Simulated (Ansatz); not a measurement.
# Does disorder add resistance in series? Cu(111) layers displaced at 400 K

Two lengths of the disordered region are known. What area resistance does the third give?

**Method.** Ansatz 0.2.0, plane waves with PAW datasets at their recommended cutoffs (420 eV for most), Fermi-Dirac smearing; ballistic transmission by layer matching. The area resistance is RA = A (h/2e²)(1/T − 1/N), with T the zone-mean transmission per spin and N the lead's channels, both averaged over a few energies near the Fermi level; for magnets each spin is taken apart, with h/e², and the two conduct in parallel. Lateral cell 2x2, PBE, a fresh random draw for each length. Atoms are displaced independently, by 0.0891 Å r.m.s. per direction; each RA is scaled by the nominal over the drawn mean square displacement.

Results; the value marked ? is to be predicted:

| length (Å) | channels N | RA (fΩ m²) |
| --- | --- | --- |
| 8.35 | 3.210 | 0.0524 |
| 16.7 | 3.210 | 0.0856 |
| 25.0 | 3.210 | ? |

**Fit on the rows shown.**

Ohm's law makes RA linear in the length: the slope is (0.0856 − 0.0524)/(16.7 − 8.35) = 3.97×10⁻³ fΩ m² per Å, or 4.0 µΩ cm. Then 0.0856 + 3.97×10⁻³ × 8.35. Predicted: 0.119 fΩ m².

Check against the run:

0.130 fΩ m², so the prediction is 8.8 % too low. The three lengths together give 4.7 µΩ cm. The two increments are 0.033 and 0.045 fΩ m²; with one draw for each length, their difference can't be told from scatter.

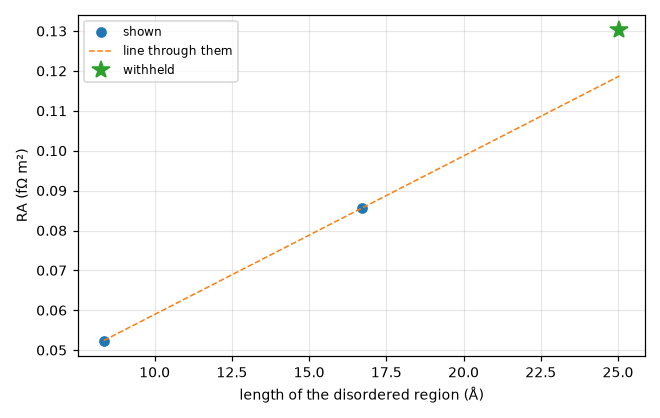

Area resistance against length.

Caveats: The scatterers repeat sideways with the small cell. The slope is a raw one; a model of isotropic scattering puts it 1.18 times the bulk value over these lengths.
